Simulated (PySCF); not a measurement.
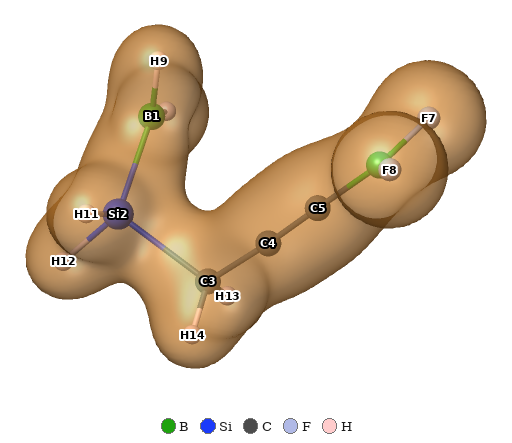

The picture shows: C3H6B2F2Si (SMILES B[SiH2]CC#CB(F)F). Isosurface of the electron density at 0.2 e/Å³ (orange), seen at a tilt.

Geometry: GFN2-xTB.

These are results of PySCF, PBE0/pcSseg-1, SCF density, gas phase, non-relativistic, not measurements.

```yaml
atoms:
  - { symbol: B, position_ang: [-1.8860, 1.3412, -0.0586] }
  - { symbol: Si, position_ang: [-1.7938, -0.5228, 0.5229] }
  - { symbol: C, position_ang: [-0.3530, -1.3836, -0.4637] }
  - { symbol: C, position_ang: [0.8538, -0.6462, -0.2995] }
  - { symbol: C, position_ang: [1.8474, 0.0248, -0.1312] }
  - { symbol: B, position_ang: [3.0839, 0.8502, 0.0603] }
  - { symbol: F, position_ang: [3.3838, 1.8823, -0.7145] }
  - { symbol: F, position_ang: [3.9666, 0.6230, 1.0200] }
  - { symbol: H, position_ang: [-1.5081, 2.2156, 0.6184] }
  - { symbol: H, position_ang: [-2.3154, 1.6349, -1.1063] }
  - { symbol: H, position_ang: [-1.4913, -0.8058, 1.9374] }
  - { symbol: H, position_ang: [-2.9512, -1.3885, 0.2150] }
  - { symbol: H, position_ang: [-0.6169, -1.4233, -1.5211] }
  - { symbol: H, position_ang: [-0.2204, -2.4024, -0.1013] }
```

Q: Which contacts does the surface bridge?

A: At this value the surface is in one piece. It bridges the sampled C–C (1.21 Å), B–F (1.32 Å), C–B (1.50 Å) and C–Si (1.95 Å) contacts, where the density stays above the isovalue. On the grid the lowest density along these lines, outside the cores, is 2.7 e/Å³ (C–C, 1.21 Å), 1.5 e/Å³ (B–F, 1.32 Å), 1.4 e/Å³ (C–B, 1.50 Å) and 0.68 e/Å³ (C–Si, 1.95 Å).
